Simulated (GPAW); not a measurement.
# KF (Carobbiite): G0W0 on several meshes in GPAW

How does the mesh move the gap of KF (Carobbiite)?

Main program and level: GPAW 26.7.0; PBE and many-body steps on it, plane waves.

### 1. Starting point

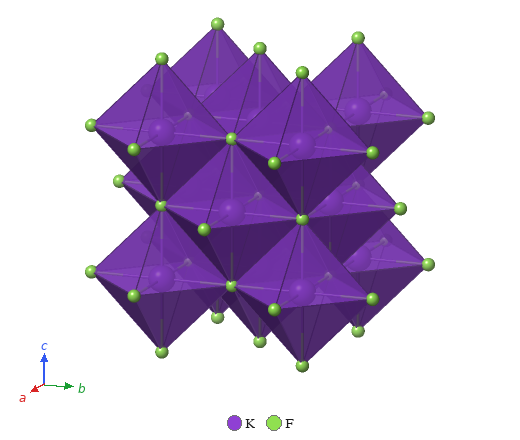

Start, viewed slightly off an axis; potassium purple, fluorine green. This picture shows the conventional cell, with its axes. Some periodic images of atoms are drawn too.

Structure file:

```xyz
2
Lattice="0.0000 2.6719 2.6719 2.6719 0.0000 2.6719 2.6719 2.6719 0.0000" Properties=species:S:1:pos:R:3 pbc="T T T"
K     0.0000    0.0000    0.0000
F     2.6719    2.6719    2.6719
```

The cell and positions come from the Crystallography Open Database and are kept as given unless a step says otherwise.

### 2. Empty states on the mesh, 6×6×6 mesh, 577 bands

This step: GPAW 26.7.0; DFT, PBE, plane waves, PAW.

The sums over transitions need many empty states on a uniform mesh; this step solves for them.

run.py reads:

```python
import json
import numpy as np
from gpaw.mpi import world
from gpaw import GPAW

calc = GPAW('gs.gpw').fixed_density(kpts={'size': (6, 6, 6), 'gamma': True},
    parallel={'domain': 1, 'band': 1},
    txt='nscf.txt')
calc.diagonalize_full_hamiltonian(nbands=577)
calc.write('full.gpw', mode='all')
res = {}
kpts = calc.get_ibz_k_points()
res['kpts'] = kpts
res['eigenvalues'] = [calc.get_eigenvalues(kpt=k) for k in range(len(kpts))]
res['n_electrons'] = calc.get_number_of_electrons()

if world.rank == 0:
    with open('result.json', 'w') as f:
        json.dump(res, f, default=lambda x: x.tolist())
```

The run is started by

```bash
$ mpirun -n 4 gpaw python run.py
```

Numbers of over 12 decimals in the logs are rounded to 6 here.

Output:

```text
Diagonalizing LCAO Hamiltonian
Converting LCAO to pw mode
convergence criteria:
- Maximum integral of absolute [eigenst]ate change: 4e-08 eV^2 / valence electron
maximum number of iterations: 100

SCF iterations
|iter     |     time |      energy | eigst |  dens |
|iter:   1|  |             | +2.36 |       |
|iter:   2|  |             | +1.43 |       |
|iter:   3|  |             | +0.25 |       |
[...]
|iter:  11|  |             | -6.57 |       |
|iter:  12|  |             | -7.31 |       |
|iter:  13|  |             | -7.82c|       |
SCF steps: 13
  __  _  _
 | _ |_)|_||  |
 |__||  | ||/\| - 26.7.0

Input parameters:
  mode=PW(ecut=600.0),
  convergence={'density': 1e-06, 'bands': -3},
  gpts=array([24, 24, 24]),
  kpts=MonkhorstPack(size=(6, 6, 6), gamma=True),
  maxiter=100,
  nbands=15,
  occupations=Occupations(name='fermi-dirac', width=0.001, fixmagmom=False),
  parallel={'domain': 1, 'band': 1},
  xc=XC(name='PBE')
Matrix size: 1303x1303
# Writing to full.gpw (mode='all')
  [... matrices ...]

timing:  # [seconds]
  Total: 10.276  # ━━━━━━━━━━━━━━━━━━━━━━━━━━━━━━━━━━━━━━━━━━━━━━━━━━━━━━━━━━
```

Wall time 17 s (4 MPI ranks of Intel Xeon Platinum 8375C at 2.90GHz (Ice Lake), shared host); peak memory 1.4 GiB.

This step gave:

- gap: 6.182 eV
- k of the valence top: 0, 0, 0
- k of the conduction bottom: 0, 0, 0
- least direct gap: 6.182 eV
- k points computed: 16
- lowest point of the top converged band, above the valence top: 342.3626 eV

On this mesh the gap is 6.182 eV.

### 3. 6×6×6

G0W0 replaces the xc potential by the self-energy, built once from these orbitals. Only a window of levels is corrected, while the sums run over the empty bands that the input names.

This step: G0W0 on PBE, plane waves, PAW.

run.py reads:

```python
import json
import numpy as np
from gpaw.mpi import world
from gpaw.response.g0w0 import G0W0

gw = G0W0('full.gpw',
    filename='gw',
    kpts=[0],
    bands=(6, 10),
    ecut=210,
    nbands=263,
    integrate_gamma='WS',
    ppa=True)
gw.calculate()
res = {mode: {k: v for k, v in r.items() if k != 'sigma_eskwn'}
       for mode, r in gw.all_results.items()}

if world.rank == 0:
    with open('result.json', 'w') as f:
        json.dump(res, f, default=lambda x: x.tolist())
```

The run is started by

```bash
$ mpirun -n 4 gpaw python run.py
```

Output:

```text
Using integrator: PointIntegrator
FrequencyGridDescriptor(from 0.000+0.000j to 0.000+27.211j eV, 2 points)
Nonperiodic BCs:  [False False False]
Using integrator: PointIntegrator
FrequencyGridDescriptor(from 0.000+0.000j to 0.000+27.211j eV, 2 points)
Nonperiodic BCs:  [False False False]
  ___  _ _ _
 |   || | | |
 | | || | | |
 |__ ||_____|
 |___|

BZ k-points: Symmetries present (total): 48

  [... matrices ...]
216 k-points: 6 x 6 x 6 Monkhorst-Pack grid + [1/12,1/12,1/12]
16 k-points in the irreducible part of the Brillouin zone
       k-points in crystal coordinates                weights
   0:     0.00000000    0.00000000    0.00000000          1/216
   1:     0.16666667    0.16666667    0.00000000          6/216
   2:     0.16666667    0.16666667    0.16666667          8/216
   3:     0.33333333    0.16666667    0.16666667         12/216
   4:     0.33333333    0.33333333   -0.33333333         12/216
   5:     0.33333333    0.33333333    0.00000000          6/216
   6:     0.33333333    0.33333333    0.16666667         24/216
   7:     0.33333333    0.33333333    0.33333333          8/216
   8:     0.50000000    0.33333333   -0.33333333         24/216
   9:     0.50000000    0.33333333   -0.16666667         12/216
          ...
  15:     0.50000000    0.50000000    0.50000000          4/216

Distributing spins, k-points and bands (1 x 1 x 4) over 4 processes
Number of blocks: 1

Quasi particle states:
k-points (IBZ indices): [0]
Band range: (6, 10)
  [... matrices ...]
Computational parameters:
Plane wave cut-off: 210 eV
Number of bands: 263
Coulomb cutoff: None
Broadening: 0.1 eV

fxc modes: GW
Kernel: RPA
Using Godby-Needs plasmon-pole approximation:
  Fitting energy: i*E0, E0 = 1.000 Hartree
Summing all q:

Calculating screened Coulomb potential
No Coulomb truncation
FrequencyGridDescriptor(from 0.000+0.000j to 0.000+27.211j eV, 2 points)
Removing empty qpoint cache files...

Calculating chi0 body with:
    Ground state adapter containing:
    Number of spins: 1
    Number of kpoints: 216
    Number of irreducible kpoints: 16
    Number of completely occupied states: 8
    Number of partially occupied states: 8
    Occupied states memory: 1.6875 M / cpu

    Linear response parametrization:
    q_c: [1.3877787807814457e-17, 1.3877787807814457e-17, 1.3877787807814457e-17]
    Number of frequency points: 2
    Planewave cutoff: 210.0
    Number of bands: 263
    Number of planewaves: 259
    Broadening (eta): 1e-06
    comm.size: 4
    kncomm.size: 4
    blockcomm.size: 1

    Memory estimate of potentially large arrays:
        chi0_wGG: 2.047150 M / cpu
Integrating chi0 body.

Symmetries of q_c:
    Direct symmetries (Uq -> q): 48
    Indirect symmetries (TUq -> q): 0
In total 48 allowed symmetries.

  [... matrices ...]
16 groups of equivalent kpoints. 92.592593% reduction.

Integral kind: response function
Integrating chi0 head and wings.

Symmetries of q_c:
    Direct symmetries (Uq -> q): 48
    Indirect symmetries (TUq -> q): 0
In total 48 allowed symmetries.

  [... matrices ...]
16 groups of equivalent kpoints. 92.592593% reduction.

Integral kind: response function wings

Calculating chi0 body with:
    Ground state adapter containing:
    Number of spins: 1
    Number of kpoints: 216
    Number of irreducible kpoints: 16
    Number of completely occupied states: 8
    Number of partially occupied states: 8
[... the further q-points ...]

Results:
f:      Occupation numbers
eps:     KS-eigenvalues [eV]
vxc:     KS vxc [eV]
exx:     Exact exchange [eV]
sigma:   Self-energies [eV]
dsigma:  Self-energy derivatives
Z:       Renormalization factors
qp:      QP-energies [eV]

k-point 0 (0): (0.000, 0.000, 0.000)                GW
band       f     eps     vxc     exx   sigma  dsigma       Z      qp
                                                                   GW
   6   1.000  -0.351 -23.011 -30.632   4.570  -0.245   0.803  -2.801
   7   1.000  -0.351 -23.011 -30.632   4.570  -0.245   0.803  -2.801
   8   0.000   5.830  -8.812  -4.829  -2.852  -0.112   0.899   6.847
   9   0.000  10.304 -11.318  -5.387  -3.167  -0.120   0.893  12.772
```

Run time: 6.4 min. Hardware: 4 MPI ranks; peak memory 1.6 GiB.

This step gave:

```yaml
g0w0_gap_on_the_points_computed: 9.649 eV
least_direct_g0w0_gap_on_the_computed_points: 9.649 eV
z_at_the_valence_top: 0.8030
z_at_the_conduction_bottom: 0.8994
starting_gap_on_the_mesh: 6.182 eV
k_of_the_valence_top: 0, 0, 0
k_of_the_conduction_bottom: 0, 0, 0
```

The gap on the mesh goes from 6.18 eV to 9.65 eV, a correction of +3.47 eV.

### 4. Empty states on the mesh, 4×4×4 mesh, 273 bands

This step: DFT, PBE, plane waves, PAW.

run.py reads:

```python
import json
import numpy as np
from gpaw.mpi import world
from gpaw import GPAW

calc = GPAW('gs.gpw').fixed_density(kpts={'size': (4, 4, 4), 'gamma': True},
    parallel={'domain': 1, 'band': 1},
    txt='nscf.txt')
calc.diagonalize_full_hamiltonian(nbands=273)
calc.write('full.gpw', mode='all')
res = {}
kpts = calc.get_ibz_k_points()
res['kpts'] = kpts
res['eigenvalues'] = [calc.get_eigenvalues(kpt=k) for k in range(len(kpts))]
res['n_electrons'] = calc.get_number_of_electrons()

if world.rank == 0:
    with open('result.json', 'w') as f:
        json.dump(res, f, default=lambda x: x.tolist())
```

The run is started by

```bash
$ mpirun -n 4 gpaw python run.py
```

Output:

```text
Diagonalizing LCAO Hamiltonian
Converting LCAO to pw mode
convergence criteria:
- Maximum integral of absolute [eigenst]ate change: 4e-08 eV^2 / valence electron
maximum number of iterations: 100

SCF iterations
|iter     |     time |      energy | eigst |  dens |
|iter:   1|  |             | +2.35 |       |
|iter:   2|  |             | +1.44 |       |
|iter:   3|  |             | +0.15 |       |
[...]
|iter:   9|  |             | -5.95 |       |
|iter:  10|  |             | -6.96 |       |
|iter:  11|  |             | -7.55c|       |
SCF steps: 11
  __  _  _
 | _ |_)|_||  |
 |__||  | ||/\| - 26.7.0

Input parameters:
  mode=PW(ecut=600.0),
  convergence={'density': 1e-06, 'bands': -3},
  gpts=array([24, 24, 24]),
  kpts=MonkhorstPack(size=(4, 4, 4), gamma=True),
  maxiter=100,
  nbands=15,
  occupations=Occupations(name='fermi-dirac', width=0.001, fixmagmom=False),
  parallel={'domain': 1, 'band': 1},
  xc=XC(name='PBE')
Matrix size: 1283x1283
# Writing to full.gpw (mode='all')
  [... matrices ...]

timing:  # [seconds]
  Total: 4.272  # ━━━━━━━━━━━━━━━━━━━━━━━━━━━━━━━━━━━━━━━━━━━━━━━━━━━━━━━━━━━
```

Wall time 9.9 s (4 MPI ranks); peak memory 1.2 GiB; 39 s of CPU time.

Numbers from this step:

| Quantity | Value |
| --- | --- |
| gap | 6.182 eV |
| k of the valence top | 0, 0, 0 |
| k of the conduction bottom | 0, 0, 0 |
| least direct gap | 6.182 eV |
| k points computed | 8 |
| lowest point of the top converged band, above the valence top | 203.2776 eV |

On this mesh the gap is 6.182 eV.

### 5. 4×4×4

This step: G0W0 on PBE, plane waves, PAW.

run.py reads:

```python
import json
import numpy as np
from gpaw.mpi import world
from gpaw.response.g0w0 import G0W0

gw = G0W0('full.gpw',
    filename='gw',
    kpts=[0],
    bands=(6, 10),
    ecut=210,
    nbands=263,
    integrate_gamma='WS',
    ppa=True)
gw.calculate()
res = {mode: {k: v for k, v in r.items() if k != 'sigma_eskwn'}
       for mode, r in gw.all_results.items()}

if world.rank == 0:
    with open('result.json', 'w') as f:
        json.dump(res, f, default=lambda x: x.tolist())
```

The run is started by

```bash
$ mpirun -n 4 gpaw python run.py
```

Output:

```text
Using integrator: PointIntegrator
FrequencyGridDescriptor(from 0.000+0.000j to 0.000+27.211j eV, 2 points)
Nonperiodic BCs:  [False False False]
Using integrator: PointIntegrator
FrequencyGridDescriptor(from 0.000+0.000j to 0.000+27.211j eV, 2 points)
Nonperiodic BCs:  [False False False]
  ___  _ _ _
 |   || | | |
 | | || | | |
 |__ ||_____|
 |___|

BZ k-points: Symmetries present (total): 48

  [... matrices ...]
64 k-points: 4 x 4 x 4 Monkhorst-Pack grid + [1/8,1/8,1/8]
8 k-points in the irreducible part of the Brillouin zone
       k-points in crystal coordinates                weights
   0:     0.00000000    0.00000000    0.00000000          1/64
   1:     0.25000000    0.25000000    0.00000000          6/64
   2:     0.25000000    0.25000000    0.25000000          8/64
[...]
6:     0.50000000    0.50000000    0.25000000         24/64
   7:     0.50000000    0.50000000    0.50000000          4/64

Distributing spins, k-points and bands (1 x 1 x 4) over 4 processes
Number of blocks: 1

Quasi particle states:
k-points (IBZ indices): [0]
Band range: (6, 10)
  [... matrices ...]
Computational parameters:
Plane wave cut-off: 210 eV
Number of bands: 263
Coulomb cutoff: None
Broadening: 0.1 eV

fxc modes: GW
Kernel: RPA
Using Godby-Needs plasmon-pole approximation:
  Fitting energy: i*E0, E0 = 1.000 Hartree
Summing all q:

Calculating screened Coulomb potential
No Coulomb truncation
FrequencyGridDescriptor(from 0.000+0.000j to 0.000+27.211j eV, 2 points)
Removing empty qpoint cache files...

Calculating chi0 body with:
    Ground state adapter containing:
    Number of spins: 1
    Number of kpoints: 64
    Number of irreducible kpoints: 8
    Number of completely occupied states: 8
    Number of partially occupied states: 8
    Occupied states memory: 1.6875 M / cpu

    Linear response parametrization:
    q_c: [0.0, 0.0, 0.0]
    Number of frequency points: 2
    Planewave cutoff: 210.0
    Number of bands: 263
    Number of planewaves: 259
    Broadening (eta): 1e-06
    comm.size: 4
    kncomm.size: 4
    blockcomm.size: 1

    Memory estimate of potentially large arrays:
        chi0_wGG: 2.047150 M / cpu
Integrating chi0 body.

Symmetries of q_c:
    Direct symmetries (Uq -> q): 48
    Indirect symmetries (TUq -> q): 0
In total 48 allowed symmetries.

  [... matrices ...]
8 groups of equivalent kpoints. 87.5% reduction.

Integral kind: response function
Integrating chi0 head and wings.

Symmetries of q_c:
    Direct symmetries (Uq -> q): 48
    Indirect symmetries (TUq -> q): 0
In total 48 allowed symmetries.

  [... matrices ...]
8 groups of equivalent kpoints. 87.5% reduction.

Integral kind: response function wings

Calculating chi0 body with:
    Ground state adapter containing:
    Number of spins: 1
    Number of kpoints: 64
    Number of irreducible kpoints: 8
    Number of completely occupied states: 8
    Number of partially occupied states: 8
    Occupied states memory: 1.6875 M / cpu

    Linear response parametrization:
[... the further q-points ...]

Results:
f:      Occupation numbers
eps:     KS-eigenvalues [eV]
vxc:     KS vxc [eV]
exx:     Exact exchange [eV]
sigma:   Self-energies [eV]
dsigma:  Self-energy derivatives
Z:       Renormalization factors
qp:      QP-energies [eV]

k-point 0 (0): (0.000, 0.000, 0.000)                GW
band       f     eps     vxc     exx   sigma  dsigma       Z      qp
                                                                   GW
   6   1.000  -0.351 -23.011 -30.634   4.566  -0.245   0.803  -2.806
   7   1.000  -0.351 -23.011 -30.634   4.566  -0.245   0.803  -2.806
   8   0.000   5.830  -8.812  -4.825  -2.856  -0.112   0.899   6.847
   9   0.000  10.304 -11.318  -5.387  -3.167  -0.120   0.893  12.772
```

It took 1.8 min on 4 MPI ranks; peak memory 1.3 GiB.

Numbers from this step:

```yaml
g0w0_gap_on_the_points_computed: 9.654 eV
least_direct_g0w0_gap_on_the_computed_points: 9.654 eV
z_at_the_valence_top: 0.8031
z_at_the_conduction_bottom: 0.8992
starting_gap_on_the_mesh: 6.182 eV
k_of_the_valence_top: 0, 0, 0
k_of_the_conduction_bottom: 0, 0, 0
```

Against G0W0 in GPAW (6×6×6 mesh, 263 bands, screening to 210 eV, Godby-Needs plasmon pole), the gap moves by +0.005 eV.

### 6. Side by side

Times are wall times on 4 MPI ranks of Intel Xeon Platinum 8375C at 2.90GHz (Ice Lake), shared host, good to a factor of about two.

```csv
run,mesh,bands,screening cutoff (eV),DFT gap (eV),gap on the mesh (eV),direct (eV),time
6×6×6,6×6×6,263,210,6.182,9.649,9.649,6.4 min
4×4×4,4×4×4,263,210,6.182,9.654,9.654,1.8 min
```

### 7. Summary of results

```yaml
6x6x6: 9.649 eV
4x4x4: 9.654 eV
known_limits: not at the basis limit; coarse k mesh
```

4×4×4: +0.005 eV against 6×6×6. Bands and cutoff are finite, so the gap is not at the basis limit. The miss can reach some tenths of an eV and take either sign; the mesh is an error of its own. These stock PAW sets were not made for GW. In the G0W0 runs levels were corrected at 1 k point alone, so a gap called «on the mesh» is the least over those, and an edge elsewhere would be missed.

[Paths, hosts, dates, memory and timing lines, banners, echoed tables and standing remarks are left out of the program output.]

[Logs are printed without paths, hosts, clocks, repeated set-up lines and the standing remarks that a program may print on its own settings, such as how far it seeks lower states.]

[Runs of the session that timed out or met a known fault of the program may be left out.]

[Hosts, paths, dates, database ids (printed as entryN), source tags and the programs' standing remarks are cut or masked in the printed files.]
